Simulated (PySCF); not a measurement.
# MoO(OH)2: structure of the singlet

Where does singlet MoO(OH)2 go from a trigonal planar start, is the end point a minimum, and what are its modes, charges and moments?

Method: PBE0, basis Mo def2-TZVP with ECP28, O def2-TZVP, H def2-TZVP, scalar-relativistic core potentials, no spin–orbit coupling, density fitting; program: PySCF 2.14.0.

### Step 1. The system as given

6 atoms, charge 0, spin multiplicity 1.

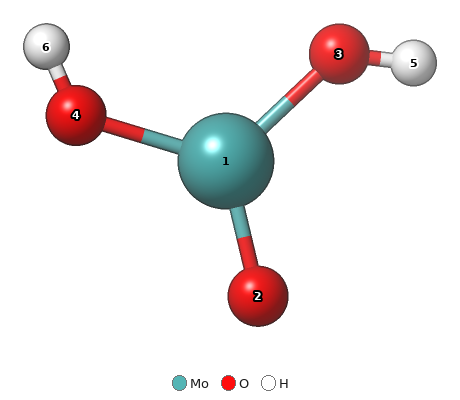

As it starts; molybdenum teal, oxygen red, hydrogen white; atoms are numbered from 1 in the order of the file.

```xyz
6
charge 0 multiplicity 1
Mo    0.0000    0.0000    0.0000
O     1.7800    0.0000    0.0000
O    -1.0050    1.7407    0.0000
O    -1.0050   -1.7407    0.0000
H    -0.6767    2.6428    0.0000
H    -1.9504   -1.9074    0.0000
```

### Step 2. Finding the electronic state

One driver script runs all steps and calls PySCF; scf.py shows how it sets up the SCF of each step. The optimiser is the driver's own. After this first run the driver tries any further starts and a stability analysis.

The input, scf.py:

```python
from pyscf import gto, scf, dft
mol = gto.M(atom='''
Mo     0.000000     0.000000     0.000000
O      1.780000     0.000000     0.000000
O     -1.005000     1.740700     0.000000
O     -1.005000    -1.740700     0.000000
H     -0.676700     2.642800     0.000000
H     -1.950400    -1.907400     0.000000''',
    basis={'Mo': 'def2-TZVP', 'O': 'def2-TZVP', 'H': 'def2-TZVP'},
    ecp={'Mo': 'def2-TZVP'},
    charge=0, spin=0)
mf = dft.RKS(mol, xc='PBE0')
mf.grids.atom_grid = (50, 194)
aux = {'Mo': 'def2-universal-JKFIT', 'O': 'def2-universal-JKFIT', 'H': 'def2-universal-JKFIT'}
mf = mf.density_fit(auxbasis=aux)
mf.conv_tol = 1e-08
mf.diis_space = 10
mf.max_cycle = 60
mf.init_guess = 'minao'
mf.verbose = 4
mf.kernel()
```

Command:

```console
$ OMP_NUM_THREADS=4 python axn.py task.json out
```

The program printed (excerpt; [...] marks lines left out):

```text
[... the frontier levels of the middle cycles are left out ...]
init E= -288.24322204694
  HOMO = -0.410095678440921  LUMO = -0.405949366228487  gap/eV = 0.11283
cycle= 1 E= -294.5085388961  delta_E= -6.27  |g|=  1.5  |ddm|= 3.85
  HOMO = -0.127054234002269  LUMO = -0.107403433351724  gap/eV = 0.53473
cycle= 2 E= -289.625991285216  delta_E= 4.88  |g|=    5  |ddm|= 3.22
  HOMO = -0.0744211126185123  LUMO = -0.0641966755823186  gap/eV = 0.27822
cycle= 3 E= -294.778989170481  delta_E= -5.15  |g|=  0.8  |ddm|= 2.99
cycle= 4 E= -294.849670160182  delta_E= -0.0707  |g|= 0.627  |ddm|= 0.745
cycle= 5 E= -294.909435097258  delta_E= -0.0598  |g|= 0.268  |ddm|= 0.372
cycle= 6 E= -294.924039471746  delta_E= -0.0146  |g|= 0.0541  |ddm|= 0.15
cycle= 7 E= -294.924447890724  delta_E= -0.000408  |g|= 0.0294  |ddm|= 0.0278
cycle= 8 E= -294.924604151478  delta_E= -0.000156  |g|= 0.00626  |ddm|= 0.0148
cycle= 9 E= -294.92461338724  delta_E= -9.24e-06  |g|= 0.00112  |ddm|= 0.00501
cycle= 10 E= -294.924614181105  delta_E= -7.94e-07  |g|= 0.000615  |ddm|= 0.00227
cycle= 11 E= -294.924614726124  delta_E= -5.45e-07  |g|= 0.000286  |ddm|= 0.00258
cycle= 12 E= -294.924614965265  delta_E= -2.39e-07  |g|= 0.000154  |ddm|= 0.00279
cycle= 13 E= -294.924614979208  delta_E= -1.39e-08  |g|= 2.31e-05  |ddm|= 0.000573
cycle= 14 E= -294.924614979678  delta_E= -4.71e-10  |g|= 7.7e-06  |ddm|= 0.000114
  HOMO = -0.203680209858629  LUMO = -0.146183983105118  gap/eV = 1.56455
Extra cycle  E= -294.924614979651  delta_E= 2.72e-11  |g|= 1.53e-05  |ddm|= 1.24e-05
converged SCF energy = -294.924614979651
```

This step, with its further starts and checks, took 15 s on 4 threads of Arm Neoverse V1, shared host.

The starts that the driver tried:

```
                      start  energy (Eh)
    the minimal-basis guess  -294.924615
a thermally smeared density  -294.973865
      a smeared PBE density  -294.973865
```

The first run landed in a state that is too high. Following the other starts and the instabilities gains 129.3 kJ/mol (-294.97386 Eh), and the work goes on from there.

### Step 3. Relaxing the singlet from the trigonal planar start

The program finds Cs symmetry in the start, which this walk keeps. The walk stops when the largest gradient is under 0.0003 Eh/bohr and the energy has settled too.

scf.py: that of step 2 with these lines changed.

```diff
@@ -3,6 +3,6 @@
-Mo     0.000000     0.000000     0.000000
-O      1.780000     0.000000     0.000000
-O     -1.005000     1.740700     0.000000
-O     -1.005000    -1.740700     0.000000
-H     -0.676700     2.642800     0.000000
-H     -1.950400    -1.907400     0.000000''',
+Mo     0.042774    -0.005011     0.000000
+O      1.822774    -0.005011     0.000000
+O     -0.962226     1.735689     0.000000
+O     -0.962226    -1.745711     0.000000
+H     -0.633926     2.637789     0.000000
+H     -1.907626    -1.912411     0.000000''',
@@ -19 +18,0 @@
-mf.init_guess = 'minao'
```

Energy and gradient, step by step:

```
step  energy (Eh)  change (kJ/mol)  largest symmetric gradient (Eh/bohr)
   0  -294.973865             0.00                               0.11655
   1  -295.006814           -86.51                               0.06113
   2  -295.011462           -98.71                               0.00660
   3  -295.011673           -99.27                               0.00177
   4  -295.011819           -99.65                               0.00207
   5  -295.011882           -99.81                               0.00150
   6  -295.011912           -99.89                               0.00202
   7  -295.011952          -100.00                               0.00228
   8  -295.011974          -100.06                               0.00113
   9  -295.011983          -100.08                               0.00036
  10  -295.011984          -100.08                               0.00012
```

The walk took 29 s.

Positions (Å) and forces (eV/Å) along the way:

```
step 0
Mo   0.043  -0.005   0.000   2.471   0.199   0.000
O    1.823  -0.005   0.000  -5.993  -0.112   0.000
O   -0.962   1.736   0.000   1.491  -2.857   0.000
O   -0.962  -1.746   0.000   1.899   2.688   0.000
H   -0.634   2.638   0.000   0.150  -0.066   0.000
H   -1.908  -1.912   0.000  -0.018   0.148   0.000
step 1
Mo   0.036   0.003   0.000  -3.143   0.097   0.000
O    1.665  -0.010   0.000   1.432  -0.147   0.000
O   -0.918   1.659   0.000   0.876  -0.478   0.000
O   -0.909  -1.660   0.000   0.285   0.950   0.000
H   -0.617   2.582   0.000  -0.134  -0.626   0.000
H   -1.859  -1.869   0.000   0.683   0.204   0.000
step 5
Mo  -0.055   0.023   0.000   0.029  -0.013   0.000
O    1.600  -0.033   0.000  -0.003   0.017   0.000
O   -0.887   1.681   0.000   0.004  -0.040   0.000
O   -0.885  -1.630   0.000  -0.077   0.068   0.000
H   -0.574   2.587   0.000   0.007   0.012   0.000
H   -1.799  -1.923   0.000   0.040  -0.045   0.000
step 10
Mo  -0.065   0.032   0.000   0.002   0.003   0.000
O    1.590  -0.031   0.000  -0.003  -0.003   0.000
O   -0.877   1.699   0.000  -0.006   0.000   0.000
O   -0.907  -1.609   0.000   0.004   0.000   0.000
H   -0.556   2.602   0.000   0.004   0.001   0.000
H   -1.786  -1.988   0.000   0.000  -0.001   0.000
```

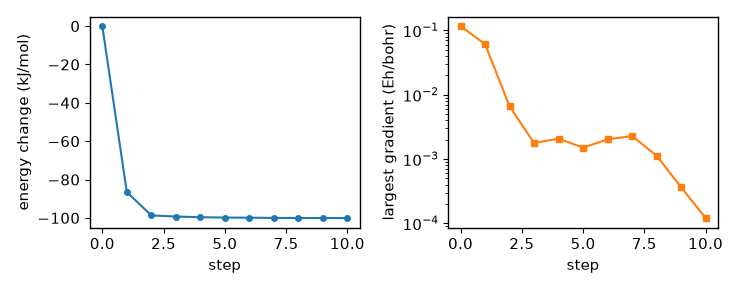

Energy and largest gradient along the walk.

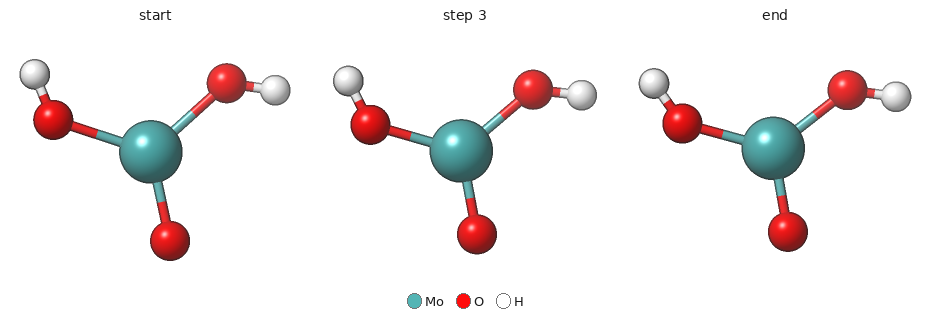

The geometry along the walk, at one scale.

End point (Cs, 10 steps, 100.1 kJ/mol gained): Mo–O 1.656 Å, Mo–O 1.845 Å, Mo–O 1.854 Å, O–H 0.958 Å (×2); H–O–Mo 134.4°, H–O–Mo 140.5°, O–Mo–O 115.0°, O–Mo–O 118.2°, O–Mo–O 126.8°.

### Step 4. Is it a minimum? Harmonic modes

On the finer grid the gradient is checked again; gradients at displacements of ±0.02 bohr then give force constants and infrared intensities.

scf.py: that of step 3 with these lines changed.

```diff
@@ -3,6 +3,6 @@
-Mo     0.042774    -0.005011     0.000000
-O      1.822774    -0.005011     0.000000
-O     -0.962226     1.735689     0.000000
-O     -0.962226    -1.745711     0.000000
-H     -0.633926     2.637789     0.000000
-H     -1.907626    -1.912411     0.000000''',
+Mo     0.015226     0.000918     0.000000
+O      1.669703    -0.064855     0.000000
+O     -0.798465     1.667635     0.000000
+O     -0.826823    -1.640249     0.000000
+H     -0.476454     2.570397     0.000000
+H     -1.705973    -2.020308     0.000000''',
@@ -13 +13 @@
-mf.grids.atom_grid = (50, 194)
+mf.grids.atom_grid = (75, 302)
@@ -16 +16 @@
-mf.conv_tol = 1e-08
+mf.conv_tol = 1e-10
```

This SCF starts from the last density.

SCF at the final geometry:

```text
init E= -295.01198020685
  HOMO = -0.210765174276304  LUMO = -0.0868653104716692  gap/eV = 3.37149
cycle= 1 E= -295.011980206841  delta_E= 8.47e-12  |g|= 8.14e-06  |ddm|= 7.56e-06
  HOMO = -0.210766406760481  LUMO = -0.0868666285613671  gap/eV = 3.37148
Extra cycle  E= -295.011980206795  delta_E= 4.68e-11  |g|= 1.76e-05  |ddm|= 1.44e-05
converged SCF energy = -295.011980206795
```

The whole step took 2.1 min.

Geometry: Cs; Mo–O 1.656 Å, Mo–O 1.845 Å, Mo–O 1.855 Å, O–H 0.958 Å (×2); H–O–Mo 134.3°, H–O–Mo 140.5°, O–Mo–O 114.9°, O–Mo–O 118.3°, O–Mo–O 126.8°.

Modes, for the most abundant isotopes:

```
symmetry  ω (cm⁻¹)  IR (km/mol)
     a''        90         16.0
      a'       175         20.4
      a'       269          5.6
      a'       380         69.8
      a'       400          226
     a''       424          8.0
     a''       484          142
      a'       723         61.3
      a'       777          153
      a'      1079          187
      a'      3922          408
      a'      3926         90.0
```

No imaginary mode, so this is a minimum.

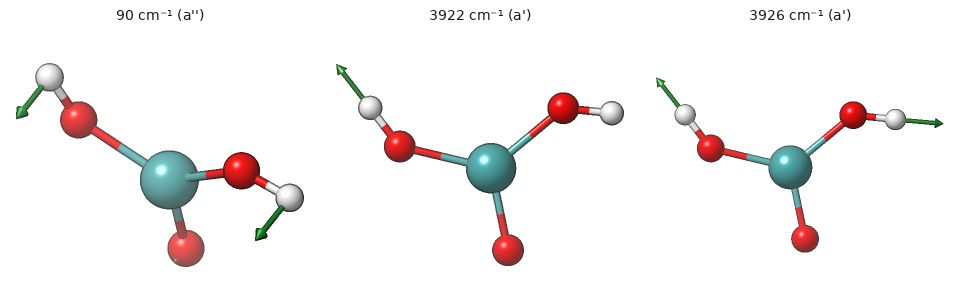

Displacements of 3 of the modes, as arrows (one member where a mode is degenerate).

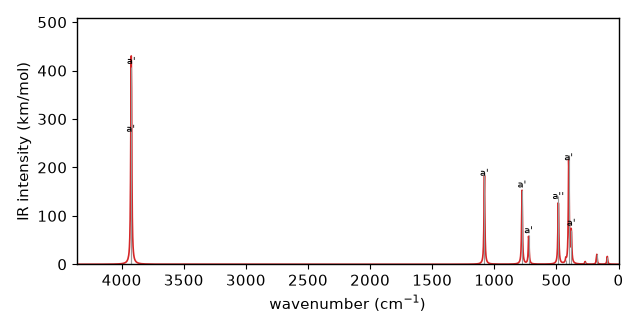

The harmonic infrared spectrum (widths in cm⁻¹). Lines are broadened to a width of 8 cm⁻¹ (Lorentzian).

Properties at this point:

* Dipole moment: 2.89 D
* Highest occupied level: -5.74 eV
* Lowest empty level: -2.36 eV
* Rotational constants: 0.2447, 0.1713, 0.1008 cm⁻¹
* Zero-point energy: 75.7 kJ/mol
* Principal polarisabilities: 49.9, 50.1, 53.2 bohr³
* Atomisation energy without zero-point energy: 2231 kJ/mol
* Principal traceless quadrupole moments about the centre of mass: -6.64, -5.71, 12.35 D Å
* Entropy at 298.15 K and 1 bar: 327.0 J/(mol K)
* Heat capacity Cp at 298.15 K: 87.7 J/(mol K)
* Enthalpy at 298.15 K above 0 K: 18.30 kJ/mol
* Rotational symmetry number: 1

Charges (e) and bond orders:

```tsv
atom	Mulliken	Löwdin	polar tensor	Mayer order to Mo1
Mo1	1.33	0.56	1.57	–
O2	-0.56	-0.28	-0.69	2.10
O3	-0.75	-0.32	-0.79	0.99
O4	-0.74	-0.31	-0.79	0.99
H5,6	0.36	0.18	0.35	0.02
```

Outer orbital energies (eV). occupied: -11.95, -11.03, -11.01, -10.96, -10.46, -10.00, -9.65, -5.74; empty: -2.36, -1.69, -0.36, -0.26.

Mulliken populations on Mo1 (outside its core potential): s 2.58, p 6.17, d 3.86, f 0.07.

### Step 5. A spin-polarised start

A stability analysis found the closed shell of the lowest minimum unstable towards spin polarisation, so the unrestricted solution is followed.

The program finds Cs symmetry in the start, which may break. Threshold on the gradient: 0.0003 Eh/bohr, with a further test on the energy change.

scf.py: that of step 4 with these lines changed.

```diff
@@ -3,6 +3,6 @@
-Mo     0.015226     0.000918     0.000000
-O      1.669703    -0.064855     0.000000
-O     -0.798465     1.667635     0.000000
-O     -0.826823    -1.640249     0.000000
-H     -0.476454     2.570397     0.000000
-H     -1.705973    -2.020308     0.000000''',
+Mo     0.015215     0.000614     0.000000
+O      1.669692    -0.065159     0.000000
+O     -0.798476     1.667332     0.000000
+O     -0.826834    -1.640553     0.000000
+H     -0.476465     2.570093     0.000000
+H     -1.705984    -2.020612     0.000000''',
@@ -12,2 +12,2 @@
-mf = dft.RKS(mol, xc='PBE0')
-mf.grids.atom_grid = (75, 302)
+mf = dft.UKS(mol, xc='PBE0')
+mf.grids.atom_grid = (50, 194)
@@ -16 +16 @@
-mf.conv_tol = 1e-10
+mf.conv_tol = 1e-08
```

Steps of the walk:

```
step  energy (Eh)  change (kJ/mol)  largest gradient (Eh/bohr)
   0  -295.014124             0.00                     0.00961
   1  -295.014474            -0.92                     0.00629
   2  -295.014587            -1.22                     0.00131
   3  -295.014647            -1.37                     0.00167
   4  -295.014607            -1.27                     0.00316
   5  -295.014723            -1.57                     0.00216
   6  -295.014739            -1.62                     0.00081
   7  -295.014754            -1.65                     0.00154
   8  -295.014769            -1.69                     0.00181
   9  -295.014787            -1.74                     0.00142
  10  -295.014794            -1.76                     0.00049
  11  -295.014796            -1.76                     0.00008
```

The walk took 56 s.

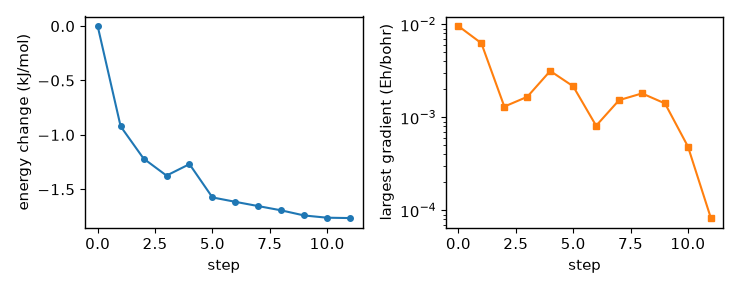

Energy and largest gradient along the walk.

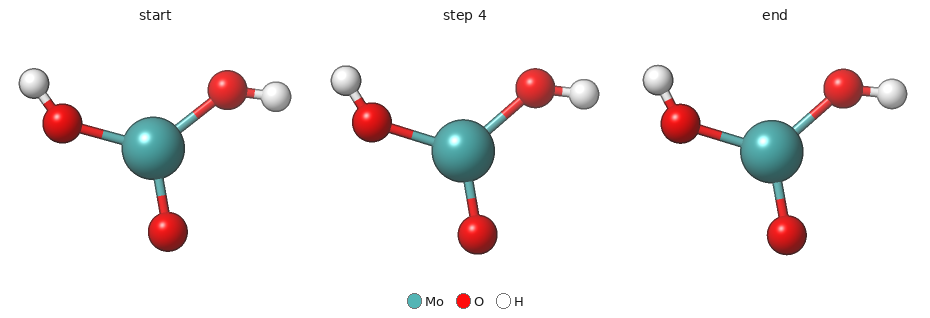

Start and end of the relaxation, with a step between.

It settles in Cs symmetry, 1.8 kJ/mol below the start, after 11 steps: Mo–O 1.657 Å, Mo–O 1.869 Å, Mo–O 1.873 Å, O–H 0.958 Å (×2); H–O–Mo 132.6°, H–O–Mo 134.1°, O–Mo–O 116.9°, O–Mo–O 121.3°, O–Mo–O 121.8°.

### Step 6. Is it a minimum? Harmonic modes

The same treatment as at the point before.

scf.py: that of step 5 with these lines changed.

```diff
@@ -3,6 +3,6 @@
-Mo     0.015215     0.000614     0.000000
-O      1.669692    -0.065159     0.000000
-O     -0.798476     1.667332     0.000000
-O     -0.826834    -1.640553     0.000000
-H     -0.476465     2.570093     0.000000
-H     -1.705984    -2.020612     0.000000''',
+Mo     0.036474     0.002417     0.000004
+O      1.692794    -0.059260     0.000184
+O     -0.881819     1.634873    -0.000140
+O     -0.869021    -1.633003    -0.000048
+H     -0.588941     2.547101    -0.000134
+H     -1.793340    -1.884074    -0.000141''',
@@ -13 +13 @@
-mf.grids.atom_grid = (50, 194)
+mf.grids.atom_grid = (75, 302)
@@ -16 +16 @@
-mf.conv_tol = 1e-08
+mf.conv_tol = 1e-10
```

Log of the central SCF (cycles and frontier levels):

```text
init E= -295.014832428801
[... the frontier-level lines of each cycle are left out ...]
cycle= 1 E= -295.014832428787  delta_E= 1.43e-11  |g|= 7.93e-06  |ddm|= 7.07e-06
Extra cycle  E= -295.014832428662  delta_E= 1.25e-10  |g|= 2.02e-05  |ddm|= 1.42e-05
converged SCF energy = -295.014832428662  <S^2> = 0.58722449  2S+1 = 1.8299994
```

The whole step took 4.5 min on 4 threads of Arm Neoverse V1, shared host.

Geometry: Cs; Mo–O 1.657 Å, Mo–O 1.869 Å, Mo–O 1.873 Å, O–H 0.958 Å (×2); H–O–Mo 132.8°, H–O–Mo 134.2°, O–Mo–O 116.8°, O–Mo–O 121.6° (×2).

Modes, for the most abundant isotopes:

| ω (cm⁻¹) | IR (km/mol) | μ (u) |
| --- | --- | --- |
| 100 | 15.8 | 3.22 |
| 157 | 18.3 | 4.00 |
| 240 | 10.9 | 7.26 |
| 268 | 42.8 | 1.16 |
| 336 | 130 | 1.42 |
| 425 | 131 | 1.31 |
| 472 | 198 | 1.35 |
| 674 | 70.9 | 6.10 |
| 736 | 163 | 6.35 |
| 1075 | 200 | 17.99 |
| 3925 | 350 | 1.07 |
| 3928 | 110 | 1.07 |

No imaginary mode, so this is a minimum.

Here the density breaks the symmetry of the frame, and no labels are given.

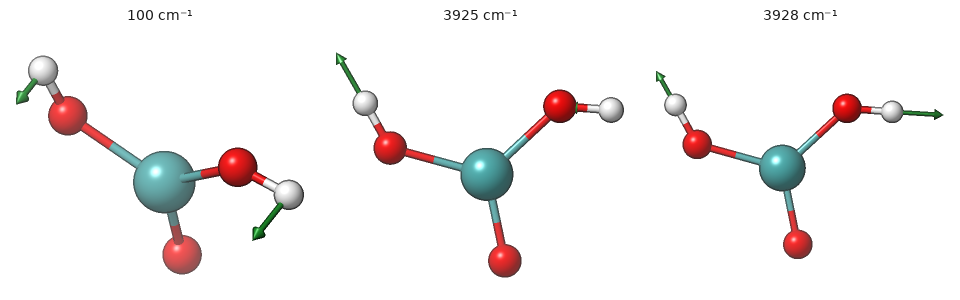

How the atoms move in 3 of the modes.

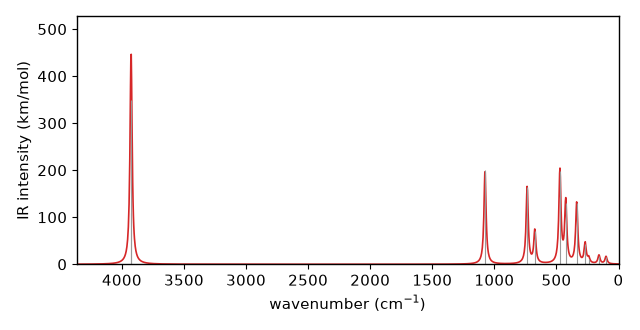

The harmonic infrared spectrum (widths in cm⁻¹). Lines are broadened to a width of 20 cm⁻¹ (Lorentzian).

Properties at this point:

| Item | Value |
| --- | --- |
| Dipole moment | 2.80 D |
| Highest occupied level | -6.03 eV |
| Lowest empty level | -2.23 eV |
| Rotational constants | 0.2276, 0.1764, 0.09937 cm⁻¹ |
| Zero-point energy | 73.8 kJ/mol |
| Principal polarisabilities | 45.2, 50.2, 52.6 bohr³ |
| Atomisation energy without zero-point energy | 2238 kJ/mol |
| Principal traceless quadrupole moments about the centre of mass | -6.23, -3.25, 9.48 D Å |
| Entropy at 298.15 K and 1 bar | 332.1 J/(mol K) |
| Heat capacity Cp at 298.15 K | 90.3 J/(mol K) |
| Enthalpy at 298.15 K above 0 K | 19.07 kJ/mol |
| Rotational symmetry number | 1 |
| Spin squared ⟨S²⟩ | 0.587 |

Populations by atom (charges in e):

```csv
atom,Mulliken,Löwdin,polar tensor,spin (Mulliken),Mayer order to Mo1
Mo1,1.36,0.62,1.81,0.00,–
O2,-0.56,-0.28,-0.75,0.00,2.07
O3,-0.76,-0.34,-0.86,0.00,0.94
O4,-0.75,-0.34,-0.88,0.00,0.95
"H5,6",0.35,0.17,0.34,0.00,0.02
```

Outer orbital energies (eV). α occupied: -11.84, -11.02, -10.78, -10.71, -10.38, -9.82, -9.52, -6.03; empty: -2.23, -1.67, -0.40, -0.16. β occupied: -11.84, -11.02, -10.78, -10.71, -10.38, -9.82, -9.52, -6.03; empty: -2.23, -1.67, -0.40, -0.16.

Mulliken populations on Mo1 (outside its core potential): s 2.48, p 6.18, d 3.91, f 0.07.

### Step 7. All stationary points

| spin | group | bonds | imaginary modes (cm⁻¹) | ΔE (kJ/mol) | with zero-point energy |
| --- | --- | --- | --- | --- | --- |
| broken-symmetry (Ms = 0) | Cs (density of lower symmetry) | Mo–O 1.657 Å, Mo–O 1.869 Å, Mo–O 1.873 Å, O–H 0.958 Å (×2) | none | 0.0 | 0.0 |
| singlet | Cs | Mo–O 1.656 Å, Mo–O 1.845 Å, Mo–O 1.855 Å, O–H 0.958 Å (×2) | none | 7.5 | 9.4 |

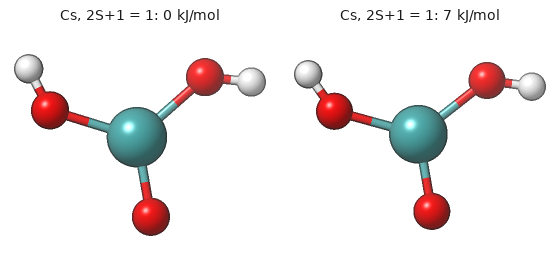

The points, lowest first (molybdenum teal, oxygen red, hydrogen white).

### Step 8. Summary of results

```
                                          quantity                                                                                                                        value
                                           minimum                                                                                                 broken-symmetry (Ms = 0), Cs
                                          geometry  Mo–O 1.657 Å, Mo–O 1.869 Å, Mo–O 1.873 Å, O–H 0.958 Å (×2); H–O–Mo 132.8°, H–O–Mo 134.2°, O–Mo–O 116.8°, O–Mo–O 121.6° (×2)
                                wavenumbers (cm⁻¹)                                                                100, 157, 240, 268, 336, 425, 472, 674, 736, 1075, 3925, 3928
                                     dipole moment                                                                                                                       2.80 D
highest occupied, lowest empty level (either spin)                                                                                                              -6.03, -2.23 eV
                        polar-tensor charge of Mo1                                                                                                                      +1.81 e
                                 zero-point energy                                                                                                                  73.8 kJ/mol
                               entropy at 298.15 K                                                                                                              332.1 J/(mol K)
         atomisation energy (no zero-point energy)                                                                                                                  2238 kJ/mol
                                              ⟨S²⟩                                                                                                                        0.587
```

In words: The trigonal planar start keeps its Cs symmetry and ends in a minimum. The determinant is spin-contaminated (⟨S²⟩ = 0.59 against 0.00), so it is no pure spin state. In the infrared the band at 3925 cm⁻¹ leads. The first SCF alone would have been 129 kJ/mol too high. Other starts or spin states, not run here, may lie lower. The SCF density has lower symmetry than the nuclear frame.

The search up to here took 8.3 min.
